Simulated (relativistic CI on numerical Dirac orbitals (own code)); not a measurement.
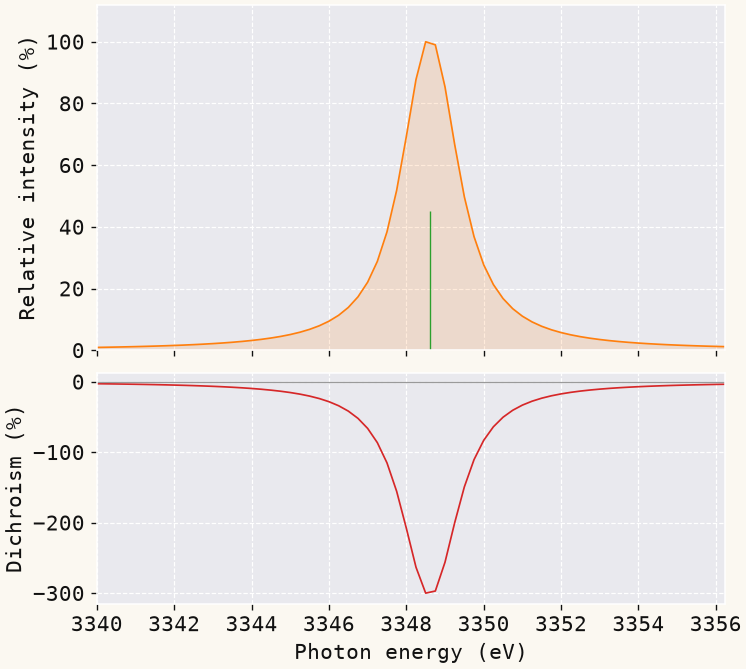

L₂,₃ X-ray absorption of Ag²⁺, [Kr] 4d⁹, in no crystal field (free ion). Sticks are the strongest transitions, on a scale of their own. Multiplet model: relativistic Dirac–Coulomb–Breit theory, one configuration a step, Slater integrals scaled by 0.9, 300 K, Voigt broadening (Lorentzian 1.6 eV, Gaussian 0.5 eV full widths), computed with a radial Dirac CI code. Dichroism is for the ground state at zero temperature, magnetised by an exchange field of 10 meV on Sz.

Give the peaks, the centroid and the ground-state spin.

Answer. The main maxima lie at 3348.6 eV (100), heights in % of the largest; the centroid is at 3348.6 eV. The ground state has S = 0.50. The circular dichroism (Δm = −1 less Δm = +1) is largest at 3348.5 eV, −300 % of the isotropic maximum. The magnetised ground state has ⟨Lz⟩ = −2.00 and ⟨Sz⟩ = −0.50.

Note: free-ion energies, so absolute edge positions are off by a few eV from solids.
